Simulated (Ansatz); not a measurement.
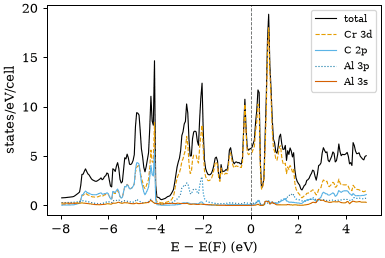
*Total and projected density of states of AlCr₂C in space group P6_3/mmc (No. 194; Al on 2d, Cr on 4f, C on 2a), the program Ansatz at the PBEsol level (PAW)*

Q: Which orbitals carry the states next to the Fermi level?

A: Within 0.5 eV of the Fermi level: Cr 3d 91 %. Projections are on Löwdin-orthogonalised atomic valence shells; empty p or d shells of many metals are not among them.

Q: Where is the tallest occupied peak in this window, and what makes it?

A: Near -4.0 eV, about 15 states/eV per cell; the largest projected share is Cr 3d.

The cell was relaxed with PBEsol under the symmetry of its start. The run is not spin-polarised.

Potentials: the earlier of the program's two PAW sets. The files were generated under PBE; for other functionals the program regenerates the frozen cores, and for LDA and PBEsol the local potential too.
